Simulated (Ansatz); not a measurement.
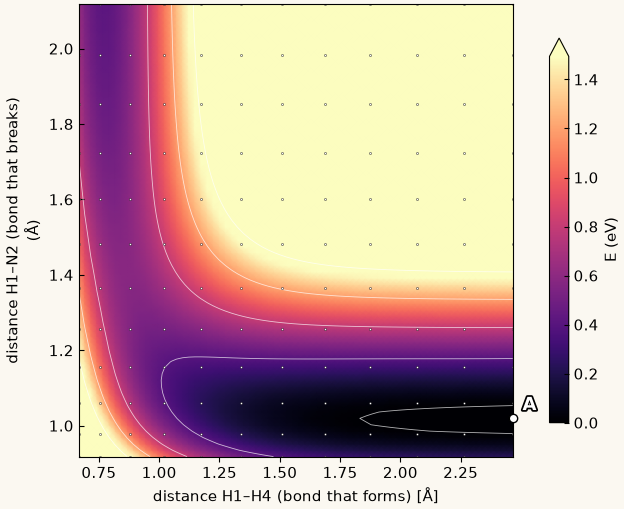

The reacting system H6NSi (fragments H₅NSi + H where the first distance is long, H₂ + H₄NSi where the second is long), spin multiplicity 2. First axis: distance H1–H4 (bond that forms). Second axis: distance H1–N2 (bond that breaks). Relaxed at each point: all other coordinates. Grid: 12 × 12 points. Points are written as (first, second). Energies: eV, counted from the lowest grid point. In part of the range the unrestricted reference is strongly spin-contaminated. These are results of UKS PBE0-D4/def2-SVP in Ansatz 0.2.0, not measurements.

In the figure: a smooth colour map with a few white contour lines, dots at the grid points, one colour for all values above the top of the scale, the point A. Between grid points the surface is interpolated.

**Find the lowest path from A to the other arm of the map, and its barrier.**

The easiest path runs from the side where the first distance is long, about (2.47 Å, 1.02 Å), to the side where the second distance is long, (0.756 Å, 2.118 Å). Its highest point, at about (0.86 Å, 1.43 Å), lies about 0.61 eV above the start and 0.16 eV above the end on the interpolated surface. An end on the edge of the scan is no minimum, so the barrier from there is a lower bound.

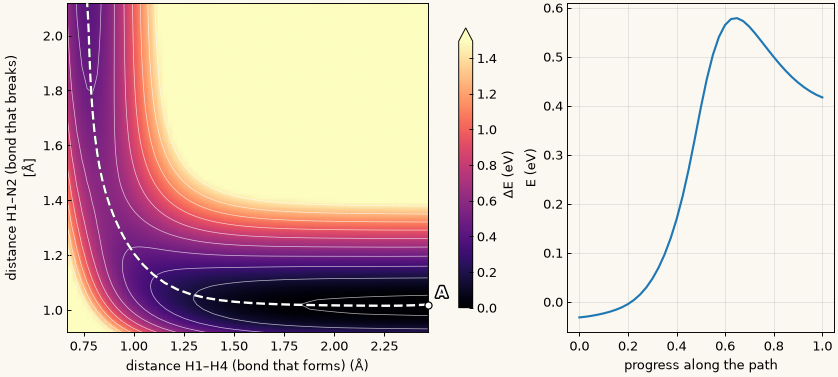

In the figure: a smooth colour map with a few white contour lines, a line along the lowest path, one colour for all values above the top of the scale, the energy along the path at the right. Between grid points the surface is interpolated.
